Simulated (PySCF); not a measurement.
C$_{2}$H$_{8}$F$_{2}$SSi$_{2}$

Input

```
{"job": {"kind": "uv", "xc": "CAM-B3LYP", "basis": "def2-SVPD", "nstates": 8, "ntriplets": 3}, "charge": 0, "multiplicity": 1}
C      2.701564     0.402701     0.442132
C      1.646184    -0.083448    -0.545938
Si    -0.109099     0.222206     0.075319
F     -0.318006    -0.566904     1.471434
S     -1.471306    -0.636204    -1.347501
Si    -3.316421    -0.553115    -0.275234
F     -3.514201     0.952702     0.253828
H      2.603398     1.471869     0.613903
H      2.593833    -0.104901     1.397359
H      3.703123     0.209304     0.063047
H      1.787657    -1.150909    -0.729327
H      1.793190     0.413595    -1.504997
H     -0.467528     1.588153     0.400907
H     -4.343783    -0.795002    -1.259607
H     -3.293019    -1.362055     0.922763
```

Run with:

```sh
OMP_NUM_THREADS=1 python probes_run.py task.json out
```

Geometry: GFN2-xTB.

Method: PySCF 2.14.0, CAM-B3LYP/def2-SVPD, SCF density, gas phase.

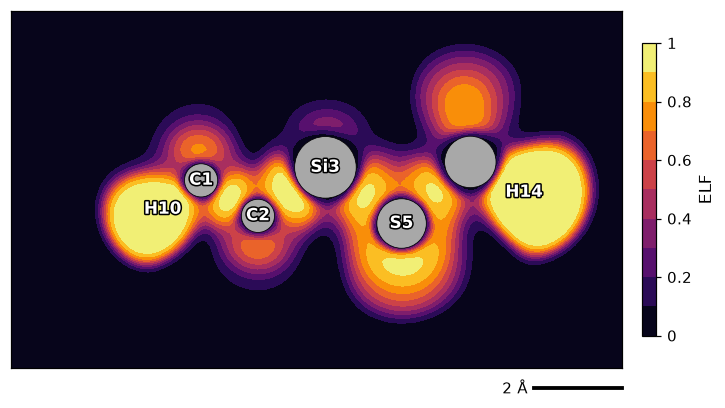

Figure 1. ELF on the plane of atoms C2, Si3 and S5. Grey discs cover the atomic cores.

What do the fields say about this system?

The section cuts through C, Si, S and H sites.
C–C (1.53 Å): the ELF peaks at about 0.95 between the atoms, as expected for a shared electron pair.
C–Si (1.89 Å): the ELF peaks at about 0.95 between the atoms, as expected for localised, covalent bonding.
Si–S (2.15 Å): the ELF peaks at about 0.95 between the atoms, as expected for localised, covalent bonding.
C–H (1.09 Å): the ELF climbs to about 1 towards the hydrogen, as it does in any bond to H: a covalent bond by its length.
The ELF also peaks beside S5, away from the bonds: lone-pair regions.

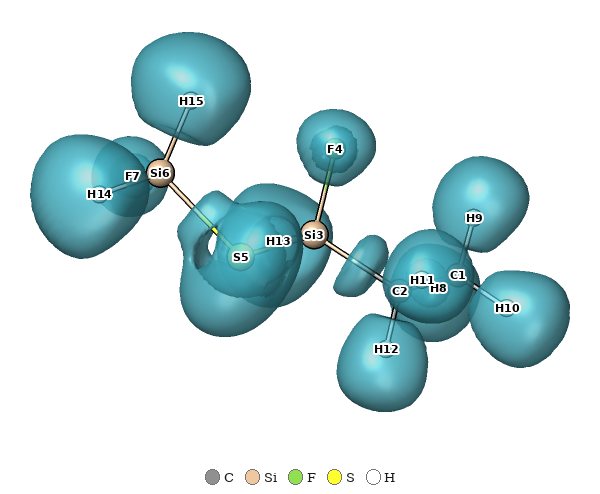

Figure 2. Isosurface of the ELF at 0.8 (cyan), seen at an oblique angle. Core shells and regions of very low density are left out.

Where are the electrons localised?

At this value the surface marks out one region between bonded C–C atoms (shared pairs), one region between bonded C–Si atoms (shared pairs), eight regions around hydrogen nuclei, one region on S in which the atom's valence shell and bonds are merged and two regions wrapped around F (its lone pairs, merged into a ring or cap).


 Si–F (1.61 Å): the ELF peaks at about 0.85 in the valence shell of F, 0.6 Å from its nucleus, and is about 0.50 at the midpoint.

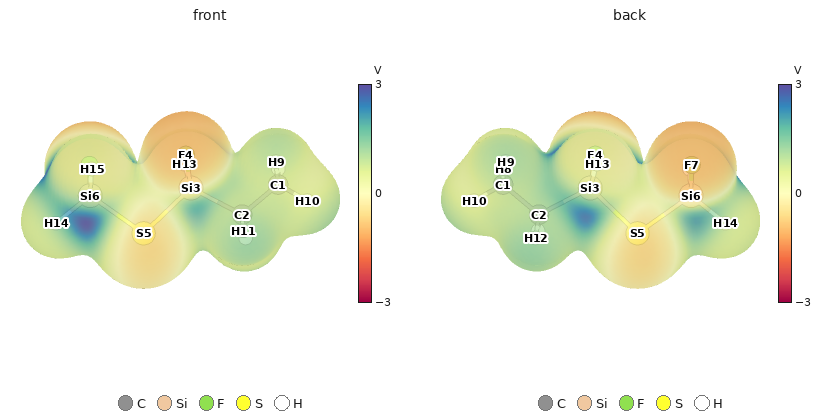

Figure 3. The molecular electrostatic potential painted on the density surface at 0.004 e/bohr³, seen from the front and from behind; red is negative and blue positive.

Describe the electrostatic potential map.

The most negative region (about −1.0 V) lies over F4 and F7, the most positive (about +2.8 V) over Si6.
